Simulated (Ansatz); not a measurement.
# CH₃AlO₂: how energies converge with the basis set

How large a basis does CH₃AlO₂ need? Two functionals are run in growing sets.

The runs use Ansatz 0.2.0, Gaussian basis; one geometry, several basis sets.

Plan: PBE0-D4/def2-SVP; ωB97M-V/def2-SVP; PBE0-D4/def2-QZVPP; ωB97M-V/def2-QZVPP; the functionals' def2-TZVPP values are taken from earlier runs.

## 1. Structure used throughout

The geometry comes from an earlier relaxation with PBE0-D4 in a triple-zeta def2 set; it is a stationary point, not always the lowest conformer.

7 atoms, charge 0, spin multiplicity 1.

Atoms are counted from 1 here; the program's logs count them from 0.

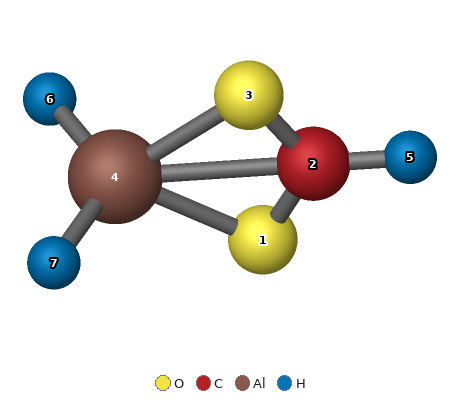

The geometry (oxygen yellow, carbon red, aluminium brown, hydrogen blue); atoms are numbered from 1 in the order of the file.

As a file:

```xyz
7

O     0.5512   -0.8255   -0.7181
C     0.8412   -0.6955    0.5035
O     0.2244    0.1816    1.1694
Al   -0.7201    0.5907   -0.4531
H     1.6050   -1.3247    0.9714
H    -0.2365    1.9484   -1.0937
H    -2.2040    0.0570   -0.4251
```

## 2. PBE0-D4 in def2-SVP

in.yaml reads:

```yaml
crystal:
  periodic: [false, false, false]
  atoms:
    - {symbol: O, position_ang: [0.551171, -0.825464, -0.718091]}
    - {symbol: C, position_ang: [0.841222, -0.695502, 0.503463]}
    - {symbol: O, position_ang: [0.224381, 0.181576, 1.169395]}
    - {symbol: Al, position_ang: [-0.720065, 0.590701, -0.453074]}
    - {symbol: H, position_ang: [1.604991, -1.324726, 0.971420]}
    - {symbol: H, position_ang: [-0.236527, 1.948439, -1.093682]}
    - {symbol: H, position_ang: [-2.203973, 0.056976, -0.425130]}
basis:
  gaussian: {orbitals: def2-SVP}
hamiltonian: {xc: pbe0, dispersion: d4}
output: {orbitals: {seedname: orbitals}}
```

Started as:

```sh
> ansatz run in.yaml --threads 2 --pin off --events-out ev --progress --plain --max-ram 4352MiB
```

The program printed:

```text
Functional definition: PBE0
  name "PBE0"
  cite "Adamo & Barone, J. Chem. Phys. 110, 6158 (1999) doi:10.1063/1.478522"
  cite "Perdew, Burke & Ernzerhof, Phys. Rev. Lett. 77, 3865 (1996) doi:10.1103/PhysRevLett.77.3865"
  parent pbe
  parameter a = 0.25
  parameter kappa = 0.804
  parameter beta = 0.06672455060314922
  exchange = (1 - a)*pbe_x(kappa = kappa, mu = beta*pi^2/3) + a*exact_x
  correlation = pbe_c(beta = beta)
844 factors; their error is unknown
mean field evaluation 1: about -11760.1033 eV, gradient 4.5e1 eV
mean field evaluation 2: about -11756.9706 eV, gradient 6.3e1 eV
mean field evaluation 4: about -11763.6378 eV, gradient 1.3e0 eV
mean field evaluation 8: about -11763.7543 eV, gradient 1.4e-1 eV
mean field -11763.75431322 eV, -432.3099972516 hartree, gradient 3.8e-5 eV, S^2 0.000000; 0 other end points of the search recorded, 0 dependent functions left out
reference -11763.75434079 eV, -432.3099982650 hartree; 19, 19 occupied and 56, 56 virtual orbitals, 844 factors
Total energy: -11763.85048501 eV, -432.3135315000 hartree
```

It took 0.65 s on 2 threads of INTEL XEON PLATINUM 8581C at 2.10GHz, shared host.

## 3. ωB97M-V in def2-SVP

in.yaml, as its differences from that of step 2:

```diff
@@ -12,3 +12,3 @@
   gaussian: {orbitals: def2-SVP}
-hamiltonian: {xc: pbe0, dispersion: d4}
+hamiltonian: {xc: {name: wB97M-V}}
 output: {orbitals: {seedname: orbitals}}
```

Same command.

The program printed (excerpt; [...] marks lines left out):

```text
Functional definition: wB97M-V
  name "wB97M-V"
  cite "Mardirossian & Head-Gordon, J. Chem. Phys. 144, 214110 (2016) doi:10.1063/1.4952647"
  cite "Becke, J. Chem. Phys. 107, 8554 (1997) doi:10.1063/1.475007"
  cite "Vydrov & Van Voorhis, J. Chem. Phys. 133, 244103 (2010) doi:10.1063/1.3521275"
  # Of w^i u^j: cxij and so on, Table III.
[...]
  gx(w, u) = 1 - cx + cx01*u + cx10*w
  gss(w, u) = css00 + css04*u^4 + css10*w + css20*w^2 + css43*w^4*u^3
  gos(w, u) = cos00 + cos10*w + (cos20 + cos21*u)*w^2 + (cos60 + cos61*u)*w^6
[...]
      + integral(e_c_pw_mod_opposite_spin*gos(b97_w_opposite, b97_u_opposite)) + vv10(b, c)
825 factors; their error is unknown
199 factors; integrals over basis functions are off by at most 8.2e-6 eV
[...]
mean field -11770.40771845 eV, -432.5545053840 hartree, gradient 9.6e-6 eV, S^2 0.000000; 0 other end points of the search recorded, 0 dependent functions left out
reference -11770.40776308 eV, -432.5545070243 hartree; 19, 19 occupied and 56, 56 virtual orbitals, 825 factors
Total energy: -11770.40776308 eV, -432.5545070243 hartree
```

Run time: 2.3 s. Hardware: 2 threads of INTEL XEON PLATINUM 8581C at 2.10GHz, shared host.

## 4. PBE0-D4 in def2-QZVPP

in.yaml, as its differences from that of step 3:

```diff
@@ -11,4 +11,4 @@
 basis:
-  gaussian: {orbitals: def2-SVP}
-hamiltonian: {xc: {name: wB97M-V}}
+  gaussian: {orbitals: "def2-QZVPP.json"}
+hamiltonian: {xc: pbe0, dispersion: d4}
 output: {orbitals: {seedname: orbitals}}
```

The command is unchanged.

The program printed:

```text
Functional definition: PBE0
  name "PBE0"
  cite "Adamo & Barone, J. Chem. Phys. 110, 6158 (1999) doi:10.1063/1.478522"
  cite "Perdew, Burke & Ernzerhof, Phys. Rev. Lett. 77, 3865 (1996) doi:10.1103/PhysRevLett.77.3865"
  parent pbe
  parameter a = 0.25
  parameter kappa = 0.804
  parameter beta = 0.06672455060314922
  exchange = (1 - a)*pbe_x(kappa = kappa, mu = beta*pi^2/3) + a*exact_x
  correlation = pbe_c(beta = beta)
1122 factors; their error is unknown
mean field evaluation 1: about -11768.0611 eV, gradient 5.4e1 eV
mean field evaluation 2: about -11763.4525 eV, gradient 7.6e1 eV
mean field evaluation 4: about -11772.6722 eV, gradient 2.4e0 eV
mean field evaluation 8: about -11772.6847 eV, gradient 3.1e-2 eV
mean field evaluation 16: about -11772.6930 eV, gradient 2.2e-5 eV
mean field -11772.69301562 eV, -432.6384885059 hartree, gradient 2.2e-5 eV, S^2 0.000000; 0 other end points of the search recorded, 0 dependent functions left out
reference -11772.69305389 eV, -432.6384899126 hartree; 19, 19 occupied and 312, 312 virtual orbitals, 1122 factors
Total energy: -11772.78919812 eV, -432.6420231476 hartree
```

Run time: 4.2 s. Hardware: 2 threads of INTEL XEON PLATINUM 8581C at 2.10GHz, shared host; peak memory 0.77 GiB.

## 5. ωB97M-V in def2-QZVPP

in.yaml, as its differences from that of step 4:

```diff
@@ -12,3 +12,3 @@
   gaussian: {orbitals: "def2-QZVPP.json"}
-hamiltonian: {xc: pbe0, dispersion: d4}
+hamiltonian: {xc: {name: wB97M-V}}
 output: {orbitals: {seedname: orbitals}}
```

Launched as before.

The program printed (excerpt; [...] marks lines left out):

```text
Functional definition: wB97M-V
  name "wB97M-V"
  cite "Mardirossian & Head-Gordon, J. Chem. Phys. 144, 214110 (2016) doi:10.1063/1.4952647"
  cite "Becke, J. Chem. Phys. 107, 8554 (1997) doi:10.1063/1.475007"
  cite "Vydrov & Van Voorhis, J. Chem. Phys. 133, 244103 (2010) doi:10.1063/1.3521275"
  # Of w^i u^j: cxij and so on, Table III.
[...]
  gx(w, u) = 1 - cx + cx01*u + cx10*w
  gss(w, u) = css00 + css04*u^4 + css10*w + css20*w^2 + css43*w^4*u^3
  gos(w, u) = cos00 + cos10*w + (cos20 + cos21*u)*w^2 + (cos60 + cos61*u)*w^6
[...]
      + integral(e_c_pw_mod_opposite_spin*gos(b97_w_opposite, b97_u_opposite)) + vv10(b, c)
1079 factors; their error is unknown
285 factors; integrals over basis functions are off by at most 1.1e-5 eV
[...]
mean field -11779.47489351 eV, -432.8877179215 hartree, gradient 2.9e-5 eV, S^2 0.000000; 0 other end points of the search recorded, 0 dependent functions left out
reference -11779.47495682 eV, -432.8877202484 hartree; 19, 19 occupied and 312, 312 virtual orbitals, 1079 factors
Total energy: -11779.47495682 eV, -432.8877202484 hartree
```

It took 9.5 s on 2 threads of INTEL XEON PLATINUM 8581C at 2.10GHz, shared host; peak memory 0.95 GiB.

## 6. Density functionals: the series

The def2-TZVPP values come from earlier runs at the same geometry.

```
functional       basis  functions  energy (eV)  from the largest (eV)  HOMO (eV)  LUMO (eV)
   PBE0-D4    def2-SVP         75  -11763.8505                  8.939      -8.42      -0.96
   PBE0-D4  def2-TZVPP        177  -11772.2906                  0.499      -8.42      -1.05
   PBE0-D4  def2-QZVPP        331  -11772.7892                  0.000      -8.43      -1.10
   ωB97M-V    def2-SVP         75  -11770.4078                  9.067     -10.60       1.43
   ωB97M-V  def2-TZVPP        177  -11779.0009                  0.474     -10.64       1.25
   ωB97M-V  def2-QZVPP        331  -11779.4750                  0.000     -10.66       0.87
```

## 7. What came out

| quantity | value |
| --- | --- |
| PBE0-D4: double and triple zeta above quadruple | 8.94, 0.50 eV |
| ωB97M-V: double and triple zeta above quadruple | 9.07, 0.47 eV |

What this shows: PBE0-D4 gains 8.44 eV from double to triple zeta, then 0.50 eV more. These are total energies; as a rule much of such shifts cancels in differences, which this series doesn't test. The LUMO of ωB97M-V is positive and keeps falling with the basis (1.43 to 0.87 eV): an unbound level that the basis holds in place.

For PBE0-D4 the largest set took about 6 times as long as the smallest (4.2 s against 0.65 s).
